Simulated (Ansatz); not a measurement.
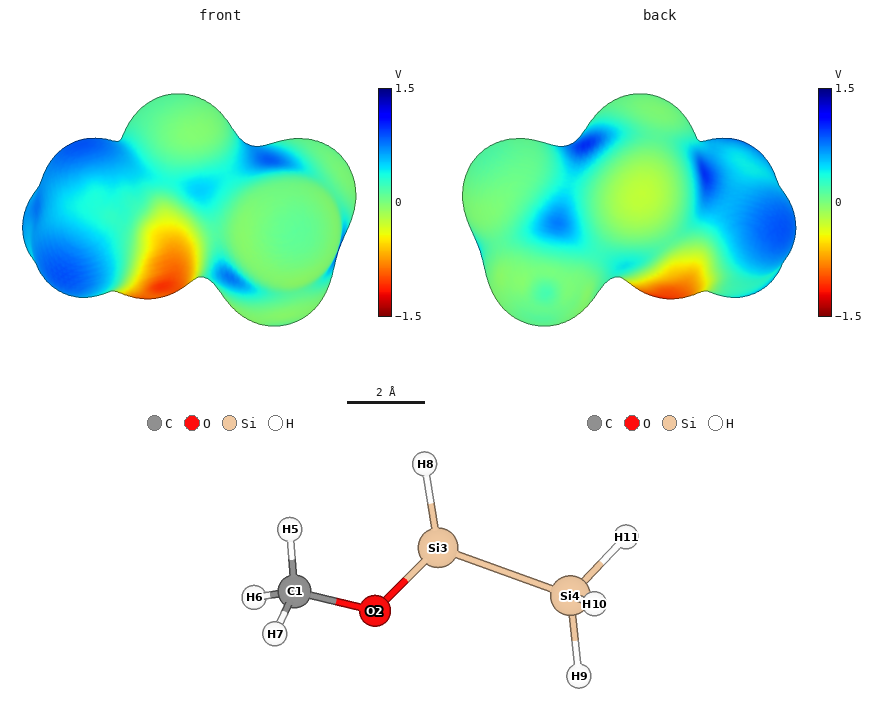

*CH7OSi2 (doublet). The molecular electrostatic potential painted on the density surface at 0.002 e/bohr³, seen from the front and from behind; the colour scale runs from red (negative) to blue (positive). The bare structure is drawn below in the same view.*

Geometry: PBE0-D4/def2-TZVP.

Method: UKS PBE0-D4/def2-TZVPP (Ansatz 0.2.0).

```xyz
11

C     0.4717    2.2024   -0.2212
O    -0.0320    0.9819    0.2708
Si   -0.4471   -0.3022   -0.6771
Si   -0.5392   -2.2134    0.6616
H     1.1817    2.0447   -1.0412
H    -0.3407    2.8435   -0.5784
H     0.9866    2.7138    0.5940
H     0.5354   -0.4031   -1.8078
H    -1.6044   -2.0501    1.6853
H     0.7447   -2.5154    1.3549
H    -0.8914   -3.3590   -0.2206
```

> Describe the electrostatic potential map.

The most negative region (about −1.0 V) lies over O2, the most positive (about +0.9 V) over Si3 and H7. O2 is the likeliest acceptor of a hydrogen bond.
